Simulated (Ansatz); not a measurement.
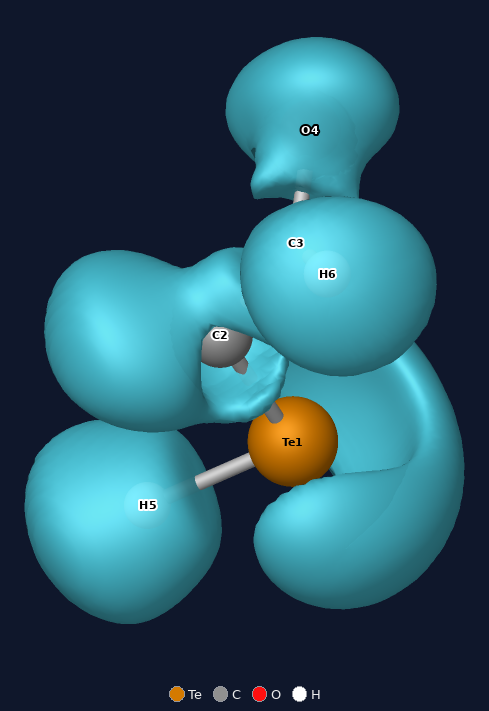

The picture shows: C$_{2}$H$_{2}$OTe. Isosurface of the ELF at 0.75 (cyan), seen at an oblique angle. Only the valence region is drawn (cores and ρ < 0.01 e/Å³ removed).

Core potentials replace the inner electrons of Te.

The calculation used Ansatz, RKS PBE-D4/def2-SVP.

Input

```
crystal:
  periodic: [false, false, false]
  atoms:
    - { symbol: Te, position_ang: [-1.3851, -0.2802, -1.547] }
    - { symbol: C, position_ang: [-0.3308, -0.0337, 0.2297] }
    - { symbol: C, position_ang: [-0.22239, 0.57876, 1.39827] }
    - { symbol: O, position_ang: [0.68456, -0.33589, 1.12663] }
    - { symbol: H, position_ang: [-0.4892, 1.0186, -2.3075] }
    - { symbol: H, position_ang: [-0.61, 1.27851, 2.15713] }
basis:
  gaussian: { orbitals: def2-SVP }
hamiltonian:
  xc: pbe
  dispersion: d4
relax:
  f_tol: 0.015
  max_steps: 40
output:
  orbitals: {}
```

Command:

```sh
ansatz run input.yaml --threads 1 --pin off --max-ram 2048MiB --backend cpu --events-out ev --progress --plain --runs-dir out
```

The fields are those of the relaxed geometry.

> What do the ELF domains correspond to?

The ELF exceeds this value in two regions around hydrogen nuclei, one region on C in which the atom's valence shell and bonds are merged, one region on O in which the atom's valence shell and bonds are merged and one region wrapped around Te (its valence shell).

Values along the shortest contacts:
C–O (1.24 Å): the ELF peaks at about 0.85 between the atoms (a shared but strongly polarised pair). C–C (1.43 Å): the ELF peaks at about 0.95 between the atoms (a covalent bond).
